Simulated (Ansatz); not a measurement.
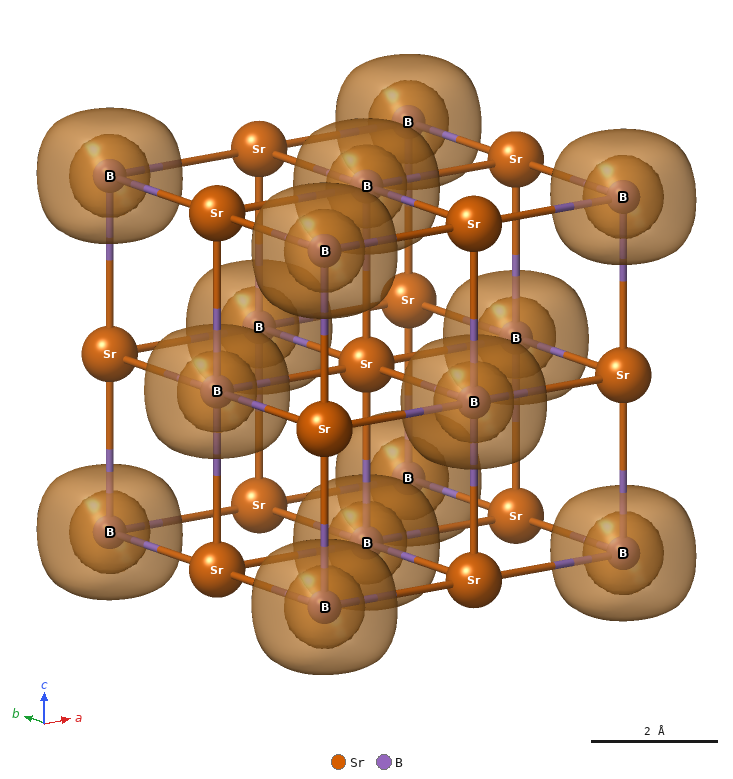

Figure 1: SrB. Isosurface of the electron localisation function at 0.75 (orange), seen at an oblique angle. Core shells and regions of very low density are left out. Sticks mark near contacts.

Space group Fm-3m; started from the rocksalt prototype, which need not be the ambient phase; computed without spin polarisation.

Level of theory: DFT PBEsol, scalar-relativistic, plane waves, PAW in Ansatz 0.2.0.

**Identify the bonds, lone pairs and shells in this picture.**

At this value the surface marks out four regions wrapped around B (the valence shell of each), counted in one cell of 8 atoms. Regions shared between cells count once.

Values along the shortest contacts:
Sr–B (2.94 Å): the ELF peaks at about 0.80 in the valence shell of B, 0.8 Å from its nucleus, and drops to about 0.10 between the two atoms.
